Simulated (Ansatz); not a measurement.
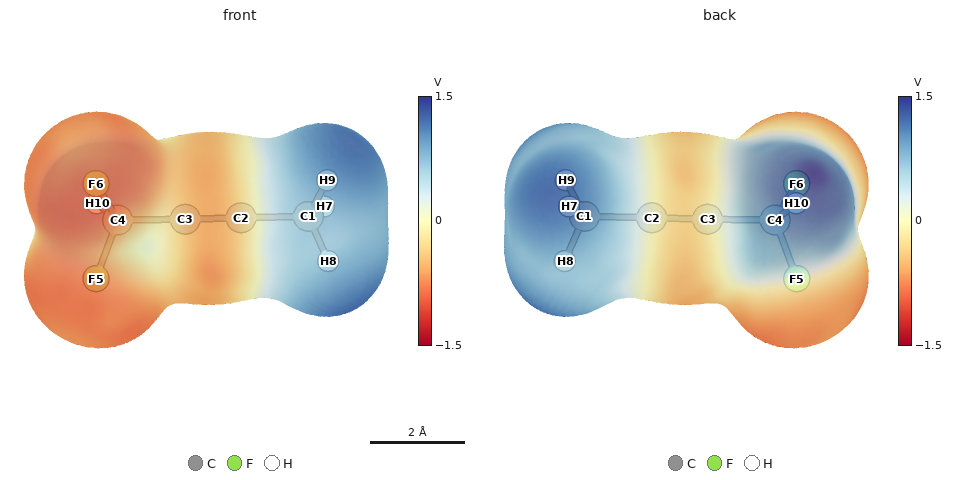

The picture shows: C4H4F2 (SMILES CC#CC(F)F). The electrostatic potential painted on the density surface at 0.002 e/bohr³, seen from the front and from behind; the colour scale runs from red (negative) to blue (positive).

Geometry: PBE0-D4/def2-TZVP.

These are results of RKS PBE0-D4/def2-TZVPP (Ansatz), not measurements.

```xyz
10

C    -0.4810   -1.6129    1.2132
C    -0.1275   -0.4952    0.3650
C     0.1503    0.4378   -0.3373
C     0.5403    1.5491   -1.1891
F    -0.1809    1.5523   -2.3401
F     0.3121    2.7361   -0.5693
H     0.3338   -2.3389    1.2616
H    -1.3693   -2.1205    0.8305
H    -0.6953   -1.2716    2.2285
H     1.6005    1.5127   -1.4599
```

> Describe the electrostatic potential map.

The most negative region (about −0.9 V) lies over F5 and F6, the most positive (about +1.4 V) over H10.
